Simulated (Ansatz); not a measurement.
# ClF2H8NOSi2 (built from SMILES F[Si](F)([SiH3])Cl.N.O): search for a transition state, part 3 of 3

Ansatz 0.2.0, Gaussian basis; PBE0-D4. The steps go on from the part before.

### 7 Relaxing after a step of 0.30 Å one way along the mode

File downa/in.yaml:

```yaml
crystal:
  periodic: [false, false, false]
  atoms:
    - {symbol: Si, position_ang: [-1.001976, -0.129956, -0.750154]}
    - {symbol: Si, position_ang: [-0.121935, -0.047466, 1.861936]}
    - {symbol: F, position_ang: [-2.158122, 0.446603, 0.259675]}
    - {symbol: F, position_ang: [-0.945254, 1.114764, -1.734966]}
    - {symbol: Cl, position_ang: [-2.142897, -1.691860, -1.442555]}
    - {symbol: H, position_ang: [1.453200, 0.605537, -0.743050]}
    - {symbol: N, position_ang: [0.586536, -0.800020, -1.139072]}
    - {symbol: H, position_ang: [0.388055, 0.735132, 0.597955]}
    - {symbol: O, position_ang: [1.689111, 1.324922, -0.317890]}
    - {symbol: H, position_ang: [1.200563, -0.428751, 2.390963]}
    - {symbol: H, position_ang: [-0.860675, -1.367143, 1.683515]}
    - {symbol: H, position_ang: [-0.904058, 0.820499, 2.772988]}
    - {symbol: H, position_ang: [0.915519, -1.576077, -0.581582]}
    - {symbol: H, position_ang: [0.599349, -1.095836, -2.106423]}
    - {symbol: H, position_ang: [1.302483, 2.089453, -0.751439]}
basis:
  gaussian: {orbitals: def2-TZVP}
hamiltonian: {xc: pbe0, dispersion: d4}
relax: {f_tol: 0.005, max_steps: 200}
```

Run with:

```
$ ansatz run in.yaml --threads 4 --pin off --events-out ev --progress --plain --max-ram 46080MiB --backend cuda --devices 0, --max-vram 37GiB
```

What it wrote:

```text
Functional definition: PBE0
  name "PBE0"
  cite "Adamo & Barone, J. Chem. Phys. 110, 6158 (1999) doi:10.1063/1.478522"
  cite "Perdew, Burke & Ernzerhof, Phys. Rev. Lett. 77, 3865 (1996) doi:10.1103/PhysRevLett.77.3865"
  parent pbe
  parameter a = 0.25
  parameter kappa = 0.804
  parameter beta = 0.06672455060314922
  exchange = (1 - a)*pbe_x(kappa = kappa, mu = beta*pi^2/3) + a*exact_x
  correlation = pbe_c(beta = beta)
1774 factors; their error is unknown
mean field evaluation 1: about -37356.5496 eV, gradient 8.3e1 eV
mean field evaluation 2: about -37341.7278 eV, gradient 1.2e2 eV
mean field evaluation 4: about -37367.3847 eV, gradient 5.3e0 eV
mean field evaluation 8: about -37367.4353 eV, gradient 7.2e-2 eV
mean field evaluation 16: about -37367.5606 eV, gradient 2.5e-4 eV
mean field -37367.56062570 eV, -1373.2325243522 hartree, gradient 1.7e-5 eV, S^2 0.000000; 0 other end points of the search recorded, 0 dependent functions left out
[... from here on, the SCF cycles and remarks between the steps are left out, and one step in 2 is shown ...]
relax step   1: F+E_penalty+E_count = -37367.92487259 eV  Δ(F+E_penalty+E_count) = +0.000e0 eV  max|allowed force component| = 7.253e0 eV/Å  Δτ_max = 0.0000 Å  (30 SCF iters, accepted)
relax step   2: F+E_penalty+E_count = -37368.81034317 eV  Δ(F+E_penalty+E_count) = -8.855e-1 eV  max|allowed force component| = 1.173e0 eV/Å  Δτ_max = 0.1943 Å  (36 SCF iters, accepted)
relax step   4: F+E_penalty+E_count = -37369.59760000 eV  Δ(F+E_penalty+E_count) = -3.720e-1 eV  max|allowed force component| = 1.802e0 eV/Å  Δτ_max = 0.1951 Å  (36 SCF iters, accepted)
relax step   6: F+E_penalty+E_count = -37369.92694062 eV  Δ(F+E_penalty+E_count) = -5.402e-2 eV  max|allowed force component| = 2.919e0 eV/Å  Δτ_max = 0.1952 Å  (36 SCF iters, accepted)
relax step   8: F+E_penalty+E_count = -37370.27055985 eV  Δ(F+E_penalty+E_count) = -1.229e-2 eV  max|allowed force component| = 4.697e-1 eV/Å  Δτ_max = 0.2000 Å  (29 SCF iters, accepted)
relax step  10: F+E_penalty+E_count = -37370.30159705 eV  Δ(F+E_penalty+E_count) = -6.118e-3 eV  max|allowed force component| = 1.804e-1 eV/Å  Δτ_max = 0.2000 Å  (36 SCF iters, accepted)
relax step  12: F+E_penalty+E_count = -37370.30906456 eV  Δ(F+E_penalty+E_count) = +5.581e-3 eV  max|allowed force component| = 7.503e-1 eV/Å  Δτ_max = 0.0670 Å  (30 SCF iters, rejected (line search))
relax step  14: F+E_penalty+E_count = -37370.32187052 eV  Δ(F+E_penalty+E_count) = -3.136e-3 eV  max|allowed force component| = 1.864e-1 eV/Å  Δτ_max = 0.0907 Å  (31 SCF iters, accepted)
relax step  16: F+E_penalty+E_count = -37370.32392448 eV  Δ(F+E_penalty+E_count) = -2.054e-3 eV  max|allowed force component| = 1.172e-1 eV/Å  Δτ_max = 0.0467 Å  (30 SCF iters, accepted)
relax step  18: F+E_penalty+E_count = -37370.32679068 eV  Δ(F+E_penalty+E_count) = -1.619e-3 eV  max|allowed force component| = 1.778e-1 eV/Å  Δτ_max = 0.0606 Å  (30 SCF iters, accepted)
relax step  20: F+E_penalty+E_count = -37370.33014691 eV  Δ(F+E_penalty+E_count) = -1.813e-3 eV  max|allowed force component| = 7.538e-2 eV/Å  Δτ_max = 0.0703 Å  (30 SCF iters, accepted)
relax step  22: F+E_penalty+E_count = -37370.33152455 eV  Δ(F+E_penalty+E_count) = -5.985e-4 eV  max|allowed force component| = 9.800e-2 eV/Å  Δτ_max = 0.0183 Å  (30 SCF iters, accepted)
relax step  24: F+E_penalty+E_count = -37370.33318868 eV  Δ(F+E_penalty+E_count) = -7.817e-4 eV  max|allowed force component| = 7.883e-2 eV/Å  Δτ_max = 0.0849 Å  (30 SCF iters, accepted)
relax step  26: F+E_penalty+E_count = -37370.33450716 eV  Δ(F+E_penalty+E_count) = -7.392e-4 eV  max|allowed force component| = 1.665e-1 eV/Å  Δτ_max = 0.0748 Å  (30 SCF iters, accepted)
relax step  28: F+E_penalty+E_count = -37370.33644563 eV  Δ(F+E_penalty+E_count) = -1.058e-3 eV  max|allowed force component| = 1.879e-1 eV/Å  Δτ_max = 0.1090 Å  (29 SCF iters, accepted)
relax step  30: F+E_penalty+E_count = -37370.33893688 eV  Δ(F+E_penalty+E_count) = -1.357e-3 eV  max|allowed force component| = 6.165e-2 eV/Å  Δτ_max = 0.0401 Å  (30 SCF iters, accepted)
relax step  32: F+E_penalty+E_count = -37370.33444661 eV  Δ(F+E_penalty+E_count) = +6.151e-3 eV  max|allowed force component| = 3.263e-1 eV/Å  Δτ_max = 0.1933 Å  (29 SCF iters, rejected (line search))
relax step  34: F+E_penalty+E_count = -37370.34328961 eV  Δ(F+E_penalty+E_count) = -1.009e-3 eV  max|allowed force component| = 1.309e-1 eV/Å  Δτ_max = 0.0729 Å  (30 SCF iters, accepted)
relax step  36: F+E_penalty+E_count = -37370.34530561 eV  Δ(F+E_penalty+E_count) = -1.275e-3 eV  max|allowed force component| = 4.598e-2 eV/Å  Δτ_max = 0.0725 Å  (30 SCF iters, accepted)
relax step  38: F+E_penalty+E_count = -37370.34687939 eV  Δ(F+E_penalty+E_count) = -7.572e-4 eV  max|allowed force component| = 9.836e-2 eV/Å  Δτ_max = 0.0631 Å  (30 SCF iters, accepted)
relax step  40: F+E_penalty+E_count = -37370.34760551 eV  Δ(F+E_penalty+E_count) = -3.232e-4 eV  max|allowed force component| = 3.628e-2 eV/Å  Δτ_max = 0.0410 Å  (31 SCF iters, accepted)
relax step  42: F+E_penalty+E_count = -37370.34794130 eV  Δ(F+E_penalty+E_count) = -1.977e-4 eV  max|allowed force component| = 2.915e-2 eV/Å  Δτ_max = 0.0335 Å  (30 SCF iters, accepted)
relax step  44: F+E_penalty+E_count = -37370.34846813 eV  Δ(F+E_penalty+E_count) = -4.890e-4 eV  max|allowed force component| = 4.640e-2 eV/Å  Δτ_max = 0.0228 Å  (31 SCF iters, accepted)
relax step  46: F+E_penalty+E_count = -37370.34997800 eV  Δ(F+E_penalty+E_count) = -1.060e-3 eV  max|allowed force component| = 1.499e-1 eV/Å  Δτ_max = 0.1061 Å  (29 SCF iters, accepted)
relax step  48: F+E_penalty+E_count = -37370.35245780 eV  Δ(F+E_penalty+E_count) = -1.632e-3 eV  max|allowed force component| = 1.204e-1 eV/Å  Δτ_max = 0.0820 Å  (30 SCF iters, accepted)
relax step  50: F+E_penalty+E_count = -37370.35243409 eV  Δ(F+E_penalty+E_count) = +2.407e-3 eV  max|allowed force component| = 5.959e-1 eV/Å  Δτ_max = 0.1099 Å  (29 SCF iters, rejected (line search))
relax step  52: F+E_penalty+E_count = -37370.36380264 eV  Δ(F+E_penalty+E_count) = -4.496e-3 eV  max|allowed force component| = 3.972e-2 eV/Å  Δτ_max = 0.0976 Å  (30 SCF iters, accepted)
relax step  54: F+E_penalty+E_count = -37370.36895202 eV  Δ(F+E_penalty+E_count) = -1.262e-3 eV  max|allowed force component| = 2.825e-1 eV/Å  Δτ_max = 0.1951 Å  (28 SCF iters, accepted)
relax step  56: F+E_penalty+E_count = -37370.37795419 eV  Δ(F+E_penalty+E_count) = -9.002e-3 eV  max|allowed force component| = 9.177e-2 eV/Å  Δτ_max = 0.0629 Å  (31 SCF iters, accepted)
relax step  58: F+E_penalty+E_count = -37370.37988335 eV  Δ(F+E_penalty+E_count) = -8.952e-4 eV  max|allowed force component| = 6.675e-2 eV/Å  Δτ_max = 0.0411 Å  (31 SCF iters, accepted)
relax step  60: F+E_penalty+E_count = -37370.38095643 eV  Δ(F+E_penalty+E_count) = -5.966e-4 eV  max|allowed force component| = 5.336e-2 eV/Å  Δτ_max = 0.0509 Å  (31 SCF iters, accepted)
relax step  62: F+E_penalty+E_count = -37370.38178277 eV  Δ(F+E_penalty+E_count) = -4.375e-4 eV  max|allowed force component| = 6.840e-2 eV/Å  Δτ_max = 0.0621 Å  (30 SCF iters, accepted)
relax step  64: F+E_penalty+E_count = -37370.38224036 eV  Δ(F+E_penalty+E_count) = -1.849e-4 eV  max|allowed force component| = 1.090e-1 eV/Å  Δτ_max = 0.0487 Å  (31 SCF iters, accepted)
relax step  66: F+E_penalty+E_count = -37370.38270478 eV  Δ(F+E_penalty+E_count) = -2.400e-4 eV  max|allowed force component| = 2.888e-2 eV/Å  Δτ_max = 0.0133 Å  (31 SCF iters, accepted)
relax step  68: F+E_penalty+E_count = -37370.38281436 eV  Δ(F+E_penalty+E_count) = -4.832e-5 eV  max|allowed force component| = 1.822e-2 eV/Å  Δτ_max = 0.0148 Å  (31 SCF iters, accepted)
relax step  70: F+E_penalty+E_count = -37370.38288824 eV  Δ(F+E_penalty+E_count) = -3.429e-5 eV  max|allowed force component| = 1.137e-2 eV/Å  Δτ_max = 0.0172 Å  (32 SCF iters, accepted)
relax step  72: F+E_penalty+E_count = -37370.38296218 eV  Δ(F+E_penalty+E_count) = -2.407e-5 eV  max|allowed force component| = 3.121e-2 eV/Å  Δτ_max = 0.0417 Å  (30 SCF iters, accepted)
relax step  74: F+E_penalty+E_count = -37370.38314063 eV  Δ(F+E_penalty+E_count) = -1.363e-4 eV  max|allowed force component| = 3.674e-2 eV/Å  Δτ_max = 0.0114 Å  (32 SCF iters, accepted)
relax step  76: F+E_penalty+E_count = -37370.38366909 eV  Δ(F+E_penalty+E_count) = -3.524e-4 eV  max|allowed force component| = 4.528e-2 eV/Å  Δτ_max = 0.0793 Å  (30 SCF iters, accepted)
relax step  78: F+E_penalty+E_count = -37370.38448018 eV  Δ(F+E_penalty+E_count) = -5.768e-4 eV  max|allowed force component| = 7.042e-2 eV/Å  Δτ_max = 0.0838 Å  (30 SCF iters, accepted)
relax step  80: F+E_penalty+E_count = -37370.38459786 eV  Δ(F+E_penalty+E_count) = +4.156e-4 eV  max|allowed force component| = 1.644e-1 eV/Å  Δτ_max = 0.1670 Å  (28 SCF iters, rejected (line search))
relax step  82: F+E_penalty+E_count = -37370.38733435 eV  Δ(F+E_penalty+E_count) = -9.730e-4 eV  max|allowed force component| = 9.794e-2 eV/Å  Δτ_max = 0.0981 Å  (30 SCF iters, accepted)
relax step  84: F+E_penalty+E_count = -37370.38935591 eV  Δ(F+E_penalty+E_count) = -9.655e-4 eV  max|allowed force component| = 7.416e-2 eV/Å  Δτ_max = 0.0265 Å  (31 SCF iters, accepted)
relax step  86: F+E_penalty+E_count = -37370.39179821 eV  Δ(F+E_penalty+E_count) = -5.804e-4 eV  max|allowed force component| = 5.677e-2 eV/Å  Δτ_max = 0.0932 Å  (30 SCF iters, accepted)
relax step  88: F+E_penalty+E_count = -37370.39256407 eV  Δ(F+E_penalty+E_count) = -6.351e-4 eV  max|allowed force component| = 5.337e-2 eV/Å  Δτ_max = 0.0210 Å  (31 SCF iters, accepted)
relax step  90: F+E_penalty+E_count = -37370.39312629 eV  Δ(F+E_penalty+E_count) = -3.440e-4 eV  max|allowed force component| = 3.486e-2 eV/Å  Δτ_max = 0.0608 Å  (30 SCF iters, accepted)
relax step  92: F+E_penalty+E_count = -37370.39325716 eV  Δ(F+E_penalty+E_count) = -4.821e-5 eV  max|allowed force component| = 2.766e-2 eV/Å  Δτ_max = 0.0155 Å  (31 SCF iters, accepted)
relax step  94: F+E_penalty+E_count = -37370.39335091 eV  Δ(F+E_penalty+E_count) = -3.894e-5 eV  max|allowed force component| = 7.972e-3 eV/Å  Δτ_max = 0.0082 Å  (32 SCF iters, accepted)
relax step  96: F+E_penalty+E_count = -37370.39343516 eV  Δ(F+E_penalty+E_count) = -4.957e-5 eV  max|allowed force component| = 2.170e-2 eV/Å  Δτ_max = 0.0164 Å  (31 SCF iters, accepted)
relax step  98: F+E_penalty+E_count = -37370.39355515 eV  Δ(F+E_penalty+E_count) = -5.689e-5 eV  max|allowed force component| = 2.136e-2 eV/Å  Δτ_max = 0.0193 Å  (31 SCF iters, accepted)
relax step 100: F+E_penalty+E_count = -37370.39357106 eV  Δ(F+E_penalty+E_count) = +1.125e-5 eV  max|allowed force component| = 3.142e-2 eV/Å  Δτ_max = 0.0140 Å  (31 SCF iters, rejected (line search))
relax step 102: F+E_penalty+E_count = -37370.39362557 eV  Δ(F+E_penalty+E_count) = +4.232e-6 eV  max|allowed force component| = 8.953e-3 eV/Å  Δτ_max = 0.0037 Å  (32 SCF iters, rejected (line search))
relax step 103: F+E_penalty+E_count = -37370.39363928 eV  Δ(F+E_penalty+E_count) = -9.476e-6 eV  max|allowed force component| = 4.511e-3 eV/Å  Δτ_max = 0.0018 Å  (24 SCF iters, accepted)
[... 1 line left out ...]
mean field -37370.07589782 eV, -1373.3249588976 hartree, gradient 1.7e-5 eV, S^2 0.000000; 1 other end points of the search recorded, 0 dependent functions left out
[... 2 lines left out ...]
Total energy: -37370.39367642 eV, -1373.3366370459 hartree
Atom 0 at    -1.293125     0.056356    -1.744260 Å, force    -0.001447    -0.001666    -0.002580 eV/Å
Atom 1 at     0.270027    -0.219415     2.384367 Å, force     0.000504     0.000126    -0.001298 eV/Å
Atom 2 at    -1.077043     1.556633    -1.300233 Å, force     0.000796     0.001550     0.001132 eV/Å
Atom 3 at    -1.550573     0.063385    -3.299960 Å, force     0.000326    -0.000203     0.002939 eV/Å
Atom 4 at    -2.946820    -0.590478    -0.781147 Å, force    -0.001309    -0.000312    -0.000081 eV/Å
Atom 5 at     1.472024     0.613750    -0.680202 Å, force     0.001573     0.001700     0.004036 eV/Å
Atom 6 at     0.099826    -0.855822    -1.464870 Å, force     0.003841     0.000072    -0.002545 eV/Å
Atom 7 at    -0.666472     0.632471     1.610291 Å, force    -0.000129    -0.000259     0.000210 eV/Å
Atom 8 at     1.842460     1.089372     0.074855 Å, force    -0.002448    -0.000075    -0.004511 eV/Å
Atom 9 at     1.384283     0.569565     2.952737 Å, force    -0.000343    -0.000333     0.000002 eV/Å
Atom 10 at     0.785180    -1.313243     1.516328 Å, force    -0.000191     0.000382     0.000661 eV/Å
Atom 11 at    -0.494653    -0.858849     3.489890 Å, force    -0.000005     0.000137     0.000200 eV/Å
Atom 12 at     0.259105    -1.266701    -0.555689 Å, force    -0.001573     0.000826     0.000771 eV/Å
Atom 13 at     0.432031    -1.454416    -2.205376 Å, force    -0.000576    -0.000191     0.000479 eV/Å
Atom 14 at     1.483648     1.977193     0.003169 Å, force     0.000981    -0.001753     0.000583 eV/Å
Dipole moment:     0.012142    -0.267659    -0.193587 e Å
```

Wall time 2.8 min (1 × a share of an NVIDIA H100 with 4 threads of AMD EPYC 7R13, shared host); peak host memory 0.99 GiB.

The steps of the relaxation: (not every step is listed)

| step | energy from step 1 (eV) | largest force component (eV/Å) |
| --- | --- | --- |
| 1 | 0.0000 | 7.2531 |
| 2 | -0.8855 | 1.1727 |
| 3 | -1.3008 | 1.1727 |
| 4 | -1.6727 | 1.8023 |
| 5 | -1.9481 | 1.9309 |
| 6 | -2.0021 | 2.9189 |
| 7 | -2.3334 | 0.4954 |
| 8 | -2.3457 | 0.4697 |
| 9 | -2.3706 | 0.2916 |
| 17 | -2.4003 | 0.2110 |
| 25 | -2.4089 | 0.1213 |
| 33 | -2.4174 | 0.1344 |
| 41 | -2.4229 | 0.0132 |
| 49 | -2.4300 | 0.1741 |
| 57 | -2.4541 | 0.0222 |
| 65 | -2.4576 | 0.0931 |
| 73 | -2.4581 | 0.0369 |
| 81 | -2.4615 | 0.0619 |
| 89 | -2.4679 | 0.0347 |
| 97 | -2.4686 | 0.0230 |
| 98 | -2.4687 | 0.0214 |
| 99 | -2.4687 | 0.0169 |
| 100 | -2.4687 | 0.0314 |
| 101 | -2.4688 | 0.0081 |
| 102 | -2.4688 | 0.0090 |
| 103 | -2.4688 | 0.0045 |

Distances of close pairs at the start and the end, largest changes first:

| bond | before (Å) | after (Å) | change (Å) |
| --- | --- | --- | --- |
| H6–O9 | 0.868 | 0.966 | +0.098 |
| Si2–H8 | 1.572 | 1.484 | -0.088 |
| Si1–N7 | 1.767 | 1.688 | -0.079 |
| Si1–F3 | 1.640 | 1.579 | -0.060 |
| Si2–H11 | 1.523 | 1.488 | -0.034 |
| Si1–Cl5 | 2.054 | 2.020 | -0.034 |
| Si1–F4 | 1.588 | 1.577 | -0.011 |
| Si2–H12 | 1.482 | 1.489 | +0.007 |

### 8 Relaxing after a step of 0.30 Å the other way along the mode

File downb/in.yaml:

```yaml
crystal:
  periodic: [false, false, false]
  atoms:
    - {symbol: Si, position_ang: [-1.014365, -0.123085, -0.591172]}
    - {symbol: Si, position_ang: [-0.206544, -0.128304, 1.789643]}
    - {symbol: F, position_ang: [-2.249894, 0.510018, 0.236050]}
    - {symbol: F, position_ang: [-0.886053, 1.082486, -1.675840]}
    - {symbol: Cl, position_ang: [-2.111361, -1.711138, -1.399687]}
    - {symbol: H, position_ang: [1.356771, 0.286503, -0.878898]}
    - {symbol: N, position_ang: [0.676231, -0.745262, -1.159697]}
    - {symbol: H, position_ang: [0.827828, 1.080608, 0.380595]}
    - {symbol: O, position_ang: [1.468414, 1.338624, -0.111045]}
    - {symbol: H, position_ang: [1.153300, -0.432727, 2.374395]}
    - {symbol: H, position_ang: [-0.913683, -1.422194, 1.760927]}
    - {symbol: H, position_ang: [-0.894541, 0.796559, 2.717108]}
    - {symbol: H, position_ang: [0.941899, -1.566030, -0.614999]}
    - {symbol: H, position_ang: [0.621050, -1.059096, -2.132006]}
    - {symbol: H, position_ang: [1.230848, 2.092838, -0.695473]}
basis:
  gaussian: {orbitals: def2-TZVP}
hamiltonian: {xc: pbe0, dispersion: d4}
relax: {f_tol: 0.005, max_steps: 200}
```

Run with:

```
$ ansatz run in.yaml --threads 4 --pin off --events-out ev --progress --plain --max-ram 46080MiB --backend cuda --devices 0, --max-vram 37GiB
```

What it wrote (excerpt; [...] marks lines left out):

```text
[... 5 set-up lines as earlier in the session ...]
[...]
1774 factors; their error is unknown
[...]
mean field -37367.21946669 eV, -1373.2199869900 hartree, gradient 6.2e-5 eV, S^2 0.000000; 0 other end points of the search recorded, 0 dependent functions left out
[...]
Atom 11 at    -0.293097     0.903545     2.341588 Å, force     0.000311     0.001785     0.000891 eV/Å
Atom 12 at     0.937094    -1.723806    -0.803358 Å, force    -0.000351    -0.000373     0.000003 eV/Å
Atom 13 at     0.687719    -0.817900    -2.149807 Å, force     0.000869    -0.000036    -0.000339 eV/Å
Atom 14 at     0.857355     2.109667    -0.560335 Å, force     0.003449    -0.001688     0.000601 eV/Å
Dipole moment:     0.994852     0.008028     0.044985 e Å
```

It took 64 s on 1 × a share of an NVIDIA H100 with 4 threads of AMD EPYC 7R13, shared host; peak host memory 0.99 GiB.

Relaxation path:

| step | energy from step 1 (eV) | largest force component (eV/Å) |
| --- | --- | --- |
| 1 | 0.0000 | 8.7383 |
| 2 | -1.2304 | 2.1563 |
| 3 | -1.6371 | 1.6351 |
| 4 | -1.9777 | 1.5895 |
| 5 | -2.1654 | 1.4131 |
| 6 | -2.2885 | 0.4553 |
| 7 | -2.3258 | 0.7125 |
| 8 | -2.3458 | 0.5972 |
| 9 | -2.3502 | 0.3001 |
| 10 | -2.3662 | 0.1438 |
| 11 | -2.3740 | 0.2877 |
| 12 | -2.3786 | 0.5966 |
| 13 | -2.3878 | 0.3448 |
| 14 | -2.4024 | 0.2346 |
| 15 | -2.4066 | 0.4260 |
| 16 | -2.4139 | 0.1913 |
| 17 | -2.4180 | 0.0723 |
| 18 | -2.4182 | 0.0946 |
| 19 | -2.4199 | 0.0843 |
| 20 | -2.4205 | 0.0940 |
| 21 | -2.4209 | 0.0579 |
| 22 | -2.4210 | 0.0168 |
| 23 | -2.4211 | 0.0185 |
| 24 | -2.4211 | 0.0100 |
| 25 | -2.4211 | 0.0070 |
| 26 | -2.4211 | 0.0036 |

Distances of close pairs at the start and the end, largest changes first:

| bond | before (Å) | after (Å) | change (Å) |
| --- | --- | --- | --- |
| H6–N7 | 1.267 | 1.024 | -0.244 |
| Si1–N7 | 1.889 | 2.101 | +0.212 |
| Si1–Si2 | 2.514 | 2.345 | -0.169 |
| H8–O9 | 0.848 | 0.960 | +0.112 |
| O9–H15 | 0.983 | 0.964 | -0.019 |
| Si2–H10 | 1.511 | 1.493 | -0.019 |
| Si1–F3 | 1.616 | 1.629 | +0.013 |
| Si2–H12 | 1.479 | 1.490 | +0.011 |

### 9 What the saddle joins

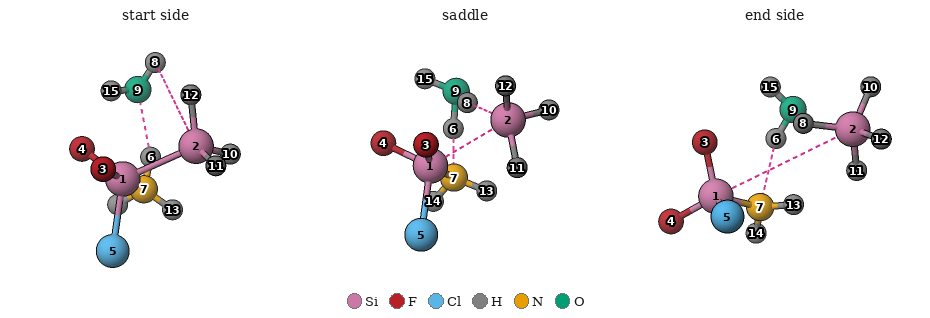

The minimum on the start side, the saddle and the minimum on the end side; broken lines mark the pairs that change.

| pair | start side (Å) | saddle (Å) | end side (Å) |
| --- | --- | --- | --- |
| Si1–N7 | 2.101 | 1.826 | 1.688 |
| Si2–H8 | 3.725 | 1.837 | 1.484 |
| H6–O9 | 1.971 | 1.082 | 0.966 |
| Si1–Si2 | 2.345 | 2.636 | 4.423 |
| H6–N7 | 1.024 | 1.483 | 2.158 |
| H8–O9 | 0.960 | 1.272 | 2.977 |

### 10 Results

What follows sums up all 3 parts.

| quantity | value |
| --- | --- |
| imaginary mode | 1282i cm⁻¹ |
| barrier from the start side | 203.0 kJ/mol |
| barrier from the end side | 240.2 kJ/mol |
| energy of the step | -37.2 kJ/mol |
| pairs that change | Si1–N7 tightened, Si2–H8 formed, H6–O9 formed, Si1–Si2 broken, H6–N7 broken, H8–O9 broken |
| zero-point energy at the saddle | 2.457 eV |

What this shows: The point has a single imaginary mode (1282i cm⁻¹), as a transition state must. The two relaxations end on the structures that were planned. At PBE0-D4/def2-TZVP the electronic barrier is 203.0 kJ/mol, about 82 kT at 298 K, and the step runs 37.2 kJ/mol downhill. The barrier is thin enough for tunnelling; the leading (Wigner) term alone is a factor of 2.6 at 298 K. A step off the saddle overshot and began above it in energy, so the link to its end is likely but not proven.
